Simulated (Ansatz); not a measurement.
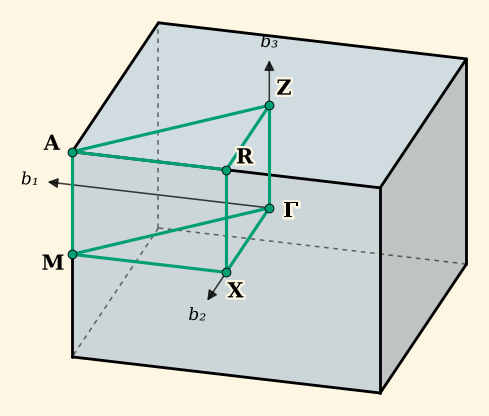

Crystal: Ag3P2, the end point of a relaxation with DFT PBE, scalar-relativistic, plane waves, PAW (Ansatz 0.2.0); the starting structure was generated, so it need not be a known form of this composition. The first Brillouin zone and its special points. All values are computed from the atomic coordinates in the standard setting (tolerance 0.002 Å).

Space group P-4m2, No. 115; a = 4.181 Å, b = 4.181 Å, c = 5.918 Å, α = 90.00°, β = 90.00°, γ = 90.00°.

Labels and path follow the convention of Hinuma et al. (2017), as computed by seekpath; the arrows show the directions of the reciprocal primitive vectors b₁, b₂, b₃, in which coordinates are given; lengths include the factor 2π.

List the special points with their coordinates and distances from Γ.

```tsv
point	k₁	k₂	k₃	length of k (1/Å)
Γ	0	0	0	0.000
Z	0	0	1/2	0.531
M	1/2	1/2	0	1.063
A	1/2	1/2	1/2	1.188
R	0	1/2	1/2	0.920
X	0	1/2	0	0.751
```

What is the zone's volume?

(2π)³ over the primitive cell's volume of 103.45 Å³: 2.4 Å⁻³.
